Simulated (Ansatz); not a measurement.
Input file:

```
crystal:
  periodic: [false, false, false]
  atoms:
    - {symbol: Be, position_ang: [-0.203818, 2.055058, -0.262203]}
    - {symbol: Ga, position_ang: [-0.587414, 2.163682, 2.371879]}
    - {symbol: O, position_ang: [-0.520633, 0.917523, 0.866691]}
    - {symbol: S, position_ang: [-0.171534, 3.766038, 0.988800]}
    - {symbol: H, position_ang: [-0.029800, 1.861434, -1.584080]}
    - {symbol: H, position_ang: [-0.625758, -0.042832, 0.739271]}
    - {symbol: H, position_ang: [-0.879696, 1.540807, 3.772648]}
basis:
  gaussian:
    orbitals: def2-TZVPD
hamiltonian:
  xc: pbe0
output:
  forces: true
  orbitals: {seedname: orbitals}
```

Command:

```sh
ansatz run input.yaml --threads 2 --pin off --max-ram 4350MiB --events-out events.jsonl --progress --plain --runs-dir runs
```

Geometry: BLYP-D3(BJ)/def2-SVP.

All numbers below come from isolated molecule in a Gaussian basis; Kohn-Sham density functional theory, functional PBE0 (Ansatz 0.2.0).

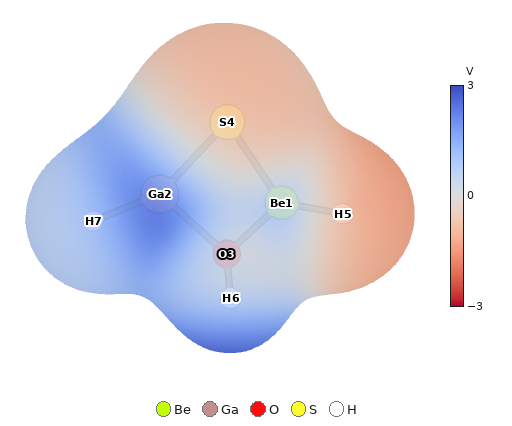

BeGaH$_{3}$OS (SMILES [BeH-]1[OH+][GaH][S]1). The electrostatic potential painted on the density surface at 0.001 e/bohr³, seen across its widest extent; red is negative and blue positive.

Q: Where is the surface potential most negative and most positive?

A: The most negative region (about −1.3 V) lies over H5, the most positive (about +2.5 V) over H6.
